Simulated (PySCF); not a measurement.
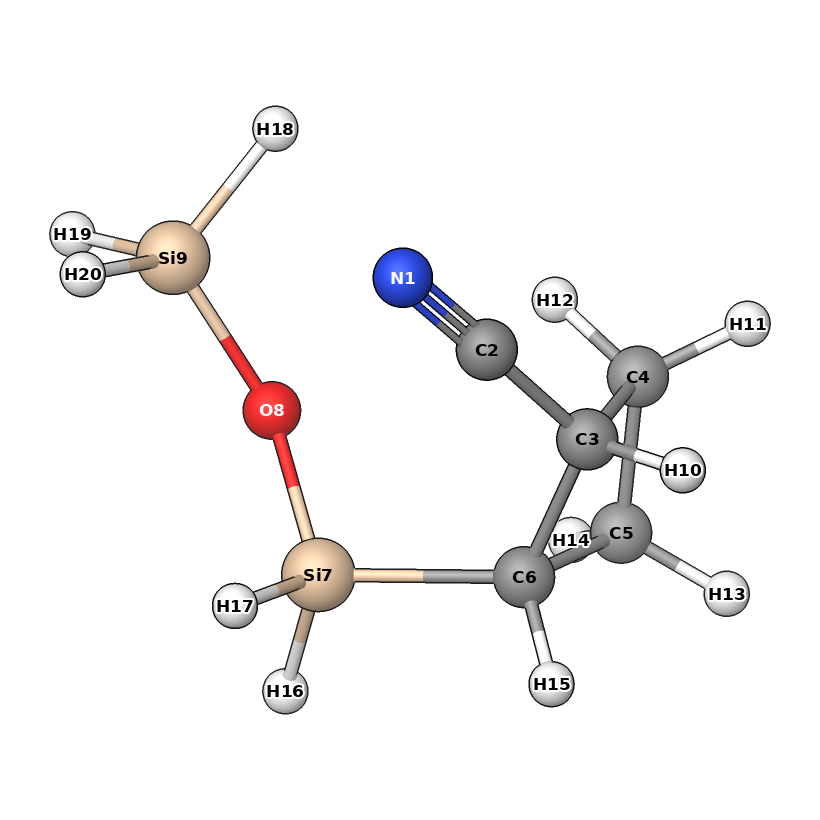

The geometry was computed by an optimisation with PBE0-D3(BJ)/def2-SVP. No frequency run is at hand to confirm it as a minimum. Properties computed with delta-SCF UKS SCAN, pcX-2 on the ionised atom, pcseg-1 elsewhere, spin-free X2C (PySCF 2.14.0).

Give the core-electron binding energies (to vacuum; p and d levels without spin–orbit splitting) of N1 1s, C2 1s, C3 1s, C4 1s, C5 1s, C6 1s, Si7 1s, Si7 2p, O8 1s, Si9 1s, Si9 2p.

```json
{"atom": "N1", "level": "1s", "binding energy (eV)": "404.8"}
{"atom": "C2", "level": "1s", "binding energy (eV)": "292.0"}
{"atom": "C3", "level": "1s", "binding energy (eV)": "292.0"}
{"atom": "C4", "level": "1s", "binding energy (eV)": "291.0"}
{"atom": "C5", "level": "1s", "binding energy (eV)": "291.0"}
{"atom": "C6", "level": "1s", "binding energy (eV)": "290.6"}
{"atom": "Si7", "level": "1s", "binding energy (eV)": "1847.2"}
{"atom": "Si7", "level": "2p", "binding energy (eV)": "107.5"}
{"atom": "O8", "level": "1s", "binding energy (eV)": "537.8"}
{"atom": "Si9", "level": "1s", "binding energy (eV)": "1847.3"}
{"atom": "Si9", "level": "2p", "binding energy (eV)": "107.6"}
```
